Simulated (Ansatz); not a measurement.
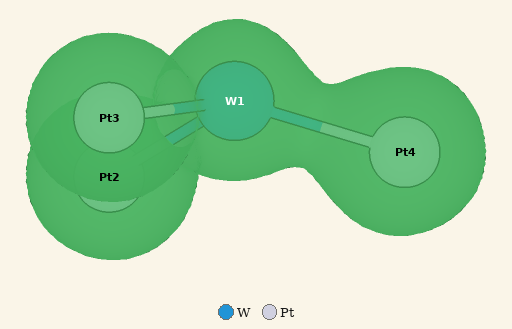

Pt₃W (triplet). Isosurface of the electron density at 0.6 e/Å³ (green), seen from one side.

Geometry: PBE-D4/def2-SVP; core potentials replace the inner electrons of W and Pt.

Method: UKS PBE0-D4/def2-TZVP (Ansatz).

> What does this surface tell about the bonding?

At this value the surface is in one piece. It bridges the sampled Pt–W (2.27 Å) and Pt–W (2.31 Å) contacts, where the density stays above the isovalue. On the grid the lowest density along these lines, outside the cores, is 0.97 e/Å³ (Pt–W, 2.27 Å) and 0.88 e/Å³ (Pt–W, 2.31 Å).
